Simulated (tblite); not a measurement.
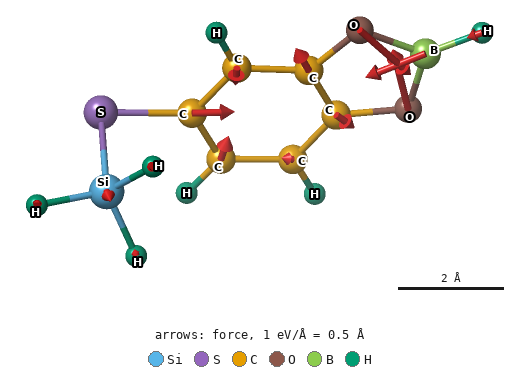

Starting geometry of C$_{6}$H$_{7}$BO$_{2}$SSi with the computed forces as red arrows. A ball-and-stick model, seen from a free direction.

Method: GFN2-xTB geometry optimisation, gas phase (tblite 0.8.0). 

Q: What follows when this structure is relaxed?

A: It isn't relaxed: the largest force vector, on an O atom, is 3.34 eV/Å. The final displacements follow the starting forces only in part (cosine between the two patterns 0.46). The energy falls by 12.9 kcal/mol in 59 geometry steps. An H atom moves most after the best rigid fit: 0.20 Å. Largest moves by element: H 0.20 Å, S 0.10 Å, O 0.10 Å, C 0.09 Å, B 0.08 Å, Si 0.07 Å. Near-neighbour distances that change, for instance: B–O 1.491 → 1.373 Å, C–C 1.421 → 1.391 Å, C–O 1.382 → 1.358 Å, C–C 1.401 → 1.380 Å. Bond angles that change, for instance: S–Si–H 109.7° → 102.8°, H–Si–H 109.7° → 113.6°, Si–S–C 93.8° → 97.7°.
